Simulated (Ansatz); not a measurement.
# Geometry relaxation of BSiN3H9Cl (part 2 of 2)

The same run, continued: BSiN3H9Cl; RKS revPBE/6-31G* (Ansatz 0.2.0). It belongs to a series of runs on one base structure; here: end point B relaxed.

Geometry of the input (Å):
```
B  0.2081  -0.5707  -0.1801
N  -0.6608  0.5327  2.1964
H  -1.2703  0.6273  3.0236
H  0.1308  1.1709  2.3647
Cl 1.4928  0.7072  -0.2625
N  -0.9490  -0.4257  -0.9888
H  -1.7833  -0.9798  -0.7977
H  -1.1836  0.4948  -1.3549
N  0.4943  -1.8121  0.6174
H  -0.2674  -2.4952  0.5749
Si 1.9848  -2.4273  1.3285
H  2.0055  -3.9189  1.1365
H  3.1844  -1.8085  0.6900
H  2.0643  -2.1798  2.8133
H  -0.2494  -0.4256  2.2480
```

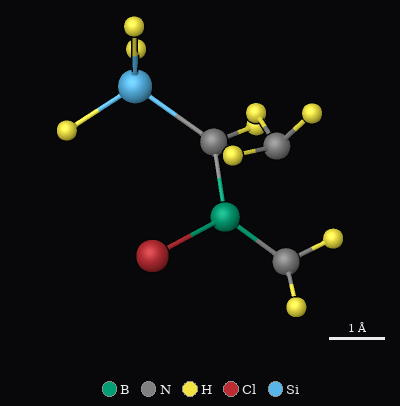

Figure 1. The geometry at step 1 of the log (ball-and-stick view, seen at a tilt).

What the program printed, continued:
```
relax step  45: F+E_penalty+E_count = -25690.37393452 eV  Δ(F+E_penalty+E_count) = -2.387e-3 eV  max|allowed force component| = 5.304e-2 eV/Å  Δτ_max = 0.0896 Å  (30 SCF iters, accepted)
relax step  46: F+E_penalty+E_count = -25690.37345060 eV  Δ(F+E_penalty+E_count) = +4.839e-4 eV  max|allowed force component| = 1.836e-1 eV/Å  Δτ_max = 0.1559 Å  (28 SCF iters, rejected (line search))
relax step  47: F+E_penalty+E_count = -25690.37526058 eV  Δ(F+E_penalty+E_count) = -1.326e-3 eV  max|allowed force component| = 3.574e-2 eV/Å  Δτ_max = 0.0760 Å  (30 SCF iters, accepted)
relax step  48: F+E_penalty+E_count = -25690.37547538 eV  Δ(F+E_penalty+E_count) = -2.148e-4 eV  max|allowed force component| = 7.099e-2 eV/Å  Δτ_max = 0.0901 Å  (29 SCF iters, accepted)
relax step  49: F+E_penalty+E_count = -25690.37599570 eV  Δ(F+E_penalty+E_count) = -5.203e-4 eV  max|allowed force component| = 3.716e-2 eV/Å  Δτ_max = 0.0160 Å  (31 SCF iters, accepted)
the calculation of the forces begins
reference -25690.37631296 eV, -944.1039159388 hartree; 33, 33 occupied and 83, 83 virtual orbitals, 1522 factors
relax step  50: F+E_penalty+E_count = -25690.37626045 eV  Δ(F+E_penalty+E_count) = -2.648e-4 eV  max|allowed force component| = 1.868e-2 eV/Å  Δτ_max = 0.0126 Å  (31 SCF iters, accepted)
1522 factors; their error is unknown
mean field -25690.37626045 eV, -944.1039140093 hartree, gradient 1.8e-5 eV, S^2 0.000000; 1 other end points of the search recorded, 0 dependent functions left out
the calculation of the forces begins
reference -25690.37631296 eV, -944.1039159388 hartree; 33, 33 occupied and 83, 83 virtual orbitals, 1522 factors
Total energy: -25690.37631296 eV, -944.1039159388 hartree
Atom 0 at     0.815787    -0.711119    -0.288126 Å, force     0.001092     0.001711    -0.003195 eV/Å
Atom 1 at    -2.059483     0.444556     2.329781 Å, force    -0.000759     0.000190     0.001785 eV/Å
Atom 2 at    -2.654336    -0.362196     2.556708 Å, force     0.001039    -0.000675    -0.000903 eV/Å
Atom 3 at    -2.708525     1.227259     2.179259 Å, force    -0.000201    -0.000246    -0.000716 eV/Å
Atom 4 at     1.801358    -0.737306    -1.822486 Å, force    -0.001815     0.000881     0.002357 eV/Å
Atom 5 at    -0.279423     0.174451    -0.207026 Å, force     0.004400    -0.003011    -0.000658 eV/Å
Atom 6 at    -0.881704     0.262877     0.625623 Å, force    -0.000669     0.000576    -0.000122 eV/Å
Atom 7 at    -0.519703     0.788068    -0.980257 Å, force    -0.000310    -0.000359     0.001387 eV/Å
Atom 8 at     1.216379    -1.608418     0.767074 Å, force    -0.007740    -0.003518     0.018677 eV/Å
Atom 9 at     0.640833    -1.572795     1.610938 Å, force     0.001303     0.006601    -0.012868 eV/Å
Atom 10 at     2.555820    -2.754029     0.814413 Å, force     0.005781    -0.002079    -0.006388 eV/Å
Atom 11 at     2.465643    -3.413570     2.164331 Å, force    -0.000429     0.001235     0.000249 eV/Å
Atom 12 at     2.463644    -3.820155    -0.238394 Å, force    -0.000740    -0.000527     0.001182 eV/Å
Atom 13 at     3.902738    -2.100278     0.700040 Å, force    -0.000673    -0.000590    -0.000659 eV/Å
Atom 14 at    -1.557731     0.671955     3.197420 Å, force    -0.000279    -0.000187    -0.000128 eV/Å
Dipole moment:    -0.979719     0.376509     0.923105 e Å
```

Trajectory as extended XYZ (Å, eV, eV/Å), 7 of the 50 frames kept, from step=1 to step=50:
```
15
Properties=species:S:1:pos:R:3:forces:R:3 step=1 energy=-25689.86633
B     0.2081   -0.5707   -0.1801    0.4182  -1.1756   0.6091
N    -0.6608    0.5327    2.1964    0.1044  -0.3347   0.3835
H    -1.2703    0.6273    3.0236    0.0557  -0.0114  -0.0559
H     0.1308    1.1709    2.3647   -0.0940  -0.0718  -0.0019
Cl    1.4928    0.7072   -0.2625    0.0007  -0.0904  -0.0917
N    -0.9490   -0.4257   -0.9888   -0.0371  -0.0195  -0.0087
H    -1.7833   -0.9798   -0.7977    0.0433  -0.0106  -0.0376
H    -1.1836    0.4948   -1.3549    0.0220   0.0012   0.0275
N     0.4943   -1.8121    0.6174   -0.3208   1.0962  -0.9252
H    -0.2674   -2.4952    0.5749    0.0273  -0.0101  -0.0034
Si    1.9848   -2.4273    1.3285    0.0278   0.0009   0.0309
H     2.0055   -3.9189    1.1365   -0.0111   0.0016   0.0002
H     3.1844   -1.8085    0.6900    0.0231  -0.0105  -0.0232
H     2.0643   -2.1798    2.8133    0.0110   0.0107  -0.0019
H    -0.2494   -0.4256    2.2480   -0.2704   0.6241   0.0983
15
Properties=species:S:1:pos:R:3:forces:R:3 step=9 energy=-25690.12622
B     0.4001   -0.6910   -0.3991    0.0039   0.0301  -0.0054
N    -1.1613    0.6113    2.7479    0.0105  -0.0232   0.0178
H    -1.0613    0.7568    3.7618   -0.0050   0.0041   0.0028
H    -0.5189    1.2947    2.3248   -0.0123   0.0075  -0.0089
Cl    1.7508    0.5105   -0.5888   -0.0001  -0.0649   0.0437
N    -0.8357   -0.3721   -1.0168   -0.0079   0.0241  -0.0153
H    -1.6943   -0.8960   -0.8616    0.0220  -0.0033   0.0071
H    -0.9866    0.5266   -1.4668   -0.0012  -0.0139   0.0013
N     0.6418   -1.8963    0.3492   -0.0119  -0.0206   0.0095
H    -0.1507   -2.5420    0.3932    0.0060   0.0040  -0.0148
Si    2.0811   -2.4727    1.2036    0.0157   0.0040   0.0012
H     1.8198   -3.9268    1.4861    0.0020   0.0345   0.0064
H     3.3288   -2.3394    0.3855   -0.0304   0.0011  -0.0074
H     2.2990   -1.7773    2.5201    0.0113   0.0043  -0.0261
H    -0.7112   -0.2969    2.5703   -0.0025   0.0119  -0.0119
15
Properties=species:S:1:pos:R:3:forces:R:3 step=17 energy=-25690.14941
B     0.4391   -0.6731   -0.3415   -0.0070  -0.0155  -0.0257
N    -1.2967    0.5129    2.8080    0.0084  -0.0053   0.0010
H    -0.8598    0.5685    3.7381   -0.0015   0.0005   0.0018
H    -0.9623    1.3529    2.3165   -0.0120  -0.0040   0.0011
Cl    1.8560    0.4438   -0.5403    0.0012   0.0010   0.0010
N    -0.7872   -0.2885   -0.9400    0.0098   0.0119   0.0068
H    -1.6551   -0.8086   -0.8343    0.0048   0.0067   0.0008
H    -0.8905    0.5857   -1.4473   -0.0021  -0.0084   0.0027
N     0.6350   -1.8801    0.4154    0.0038   0.0042   0.0059
H    -0.1643   -2.5155    0.4680    0.0004   0.0074   0.0020
Si    2.1181   -2.4791    1.1793   -0.0042  -0.0024  -0.0048
H     1.7511   -3.8210    1.7465   -0.0013   0.0045   0.0052
H     3.2447   -2.6527    0.2056   -0.0012  -0.0031   0.0026
H     2.5832   -1.5934    2.2973    0.0038   0.0015  -0.0031
H    -0.8100   -0.2623    2.3380   -0.0029   0.0010   0.0029
15
Properties=species:S:1:pos:R:3:forces:R:3 step=25 energy=-25690.17375
B     0.5063   -0.6463   -0.3763    0.1173  -0.0275  -0.0685
N    -1.3745    0.2721    2.7219    0.0188   0.0164  -0.0096
H    -1.1824    0.4654    3.7167    0.0014  -0.0473  -0.1226
H    -1.2986    1.1881    2.2581   -0.0099  -0.0177   0.0319
Cl    2.0077    0.2548   -0.8755   -0.0891  -0.0424   0.0311
N    -0.7359   -0.1854   -0.8784   -0.0779   0.0060   0.0488
H    -1.6336   -0.5644   -0.5801    0.0551   0.0303  -0.0061
H    -0.8114    0.6363   -1.4707    0.0095   0.0002  -0.0032
N     0.6623   -1.7845    0.4903   -0.0156   0.0421   0.0020
H    -0.1954   -2.2960    0.7111    0.0071   0.0037   0.0132
Si    2.1473   -2.4780    1.1638   -0.0026   0.0173   0.0100
H     1.7048   -3.7072    1.9049    0.0039  -0.0054  -0.0045
H     3.1390   -2.8644    0.1085   -0.0051  -0.0121   0.0016
H     2.8200   -1.5523    2.1355    0.0086  -0.0016  -0.0113
H    -0.5544   -0.2487    2.3794   -0.0215   0.0379   0.0871
15
Properties=species:S:1:pos:R:3:forces:R:3 step=34 energy=-25690.32081
B     0.6476   -0.6794   -0.4143    0.0289   0.2139   0.0548
N    -1.6308    0.2094    2.3443   -0.0104  -0.0174   0.0128
H    -2.2383   -0.2419    3.0392   -0.0082  -0.0151   0.0179
H    -1.8380    1.2136    2.4133    0.0001   0.0169  -0.0040
Cl    1.9928   -0.3854   -1.6029   -0.0023  -0.0431  -0.0506
N    -0.5357    0.0857   -0.5197    0.0653  -0.1777  -0.1040
H    -1.2439    0.0443    0.2227   -0.0362   0.0864  -0.0461
H    -0.7251    0.6872   -1.3167   -0.0402   0.0319   0.0995
N     0.8724   -1.6394    0.6351   -0.0172  -0.1258   0.0609
H     0.0475   -1.8556    1.1995    0.0056   0.0448  -0.0161
Si    2.3239   -2.5473    1.0529    0.0450  -0.0153  -0.0105
H     1.9137   -3.4494    2.1853    0.0038  -0.0004  -0.0022
H     2.8425   -3.3918   -0.0733    0.0037  -0.0071   0.0111
H     3.4446   -1.6714    1.5404   -0.0052  -0.0095  -0.0205
H    -0.6719    0.1107    2.7035   -0.0328   0.0174  -0.0028
15
Properties=species:S:1:pos:R:3:forces:R:3 step=42 energy=-25690.36471
B     0.7648   -0.7311   -0.3540   -0.0274   0.1542  -0.0594
N    -1.9377    0.4097    2.3546   -0.0094   0.0314   0.3138
H    -2.5940   -0.3184    2.6819    0.1675   0.1257  -0.0390
H    -2.5042    1.2707    2.3065    0.1053  -0.0948   0.0004
Cl    1.8888   -0.6491   -1.7935   -0.0834  -0.0225   0.0825
N    -0.3754    0.1055   -0.3301    0.1063  -0.0857   0.0006
H    -0.9753    0.1855    0.5051   -0.0131   0.0338  -0.0485
H    -0.5715    0.7625   -1.0803   -0.0085  -0.0137   0.0306
N     1.1027   -1.6464    0.7054   -0.0320  -0.0780   0.1251
H     0.4282   -1.6775    1.4775    0.1172   0.0018  -0.1146
Si    2.5101   -2.6976    0.8784    0.0086  -0.0212  -0.0288
H     2.2888   -3.4460    2.1682    0.0152   0.0252  -0.0342
H     2.6420   -3.6995   -0.2368   -0.0064   0.0490   0.0602
H     3.8103   -1.9445    0.9872   -0.0664  -0.0363  -0.0064
H    -1.2762    0.5656    3.1391   -0.2735  -0.0691  -0.2823
15
Properties=species:S:1:pos:R:3:forces:R:3 step=50 energy=-25690.37626
B     0.8158   -0.7111   -0.2881    0.0011   0.0017  -0.0032
N    -2.0595    0.4446    2.3298   -0.0008   0.0002   0.0018
H    -2.6543   -0.3622    2.5567    0.0010  -0.0007  -0.0009
H    -2.7085    1.2273    2.1793   -0.0002  -0.0002  -0.0007
Cl    1.8014   -0.7373   -1.8225   -0.0018   0.0009   0.0024
N    -0.2794    0.1745   -0.2070    0.0044  -0.0030  -0.0007
H    -0.8817    0.2629    0.6256   -0.0007   0.0006  -0.0001
H    -0.5197    0.7881   -0.9803   -0.0003  -0.0004   0.0014
N     1.2164   -1.6084    0.7671   -0.0077  -0.0035   0.0187
H     0.6408   -1.5728    1.6109    0.0013   0.0066  -0.0129
Si    2.5558   -2.7540    0.8144    0.0058  -0.0021  -0.0064
H     2.4656   -3.4136    2.1643   -0.0004   0.0012   0.0002
H     2.4636   -3.8202   -0.2384   -0.0007  -0.0005   0.0012
H     3.9027   -2.1003    0.7000   -0.0007  -0.0006  -0.0007
H    -1.5577    0.6720    3.1974   -0.0003  -0.0002  -0.0001
```

Key numbers:

- outcome: converged
- total energy: −25690.3763 eV
- mean-field energy: −25690.3763 eV
- largest force (length of the vector) at the end: 0.021 eV/Å
- hardware: 4 threads of Arm Neoverse V1, 24 GiB of memory available, shared host
- wall time: 86 s (CPU time 5.4 min)
- peak memory: 0.18 GiB
